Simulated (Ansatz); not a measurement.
**HfC, pressure series**

The reference is HfC in the rock salt structure (space group Fm-3m, No. 225; a = 4.652 Å).

Cell and atoms are relaxed at each pressure.

Levels (all Ansatz, a first-principles code, PAW): PBE (420 eV, without spin-orbit coupling); r2SCAN (500 eV, no SOC).

The base cell above is that of PBE; each level relaxes its own structures.

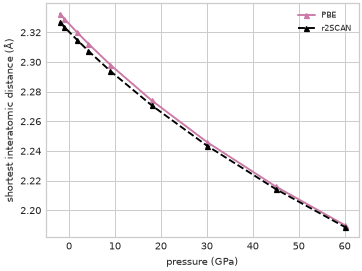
Figure: Shortest interatomic distance under two levels

**Question.** How do the two levels compare along the series?

**Answer.** The two levels differ by at most about 0.006 Å. They put the cases in the same order.

Load acts through the strain it causes; cell and atoms are relaxed under it. Stability against distortions was not tested. No other phases were tried under pressure. The final runs are not spin-polarised.
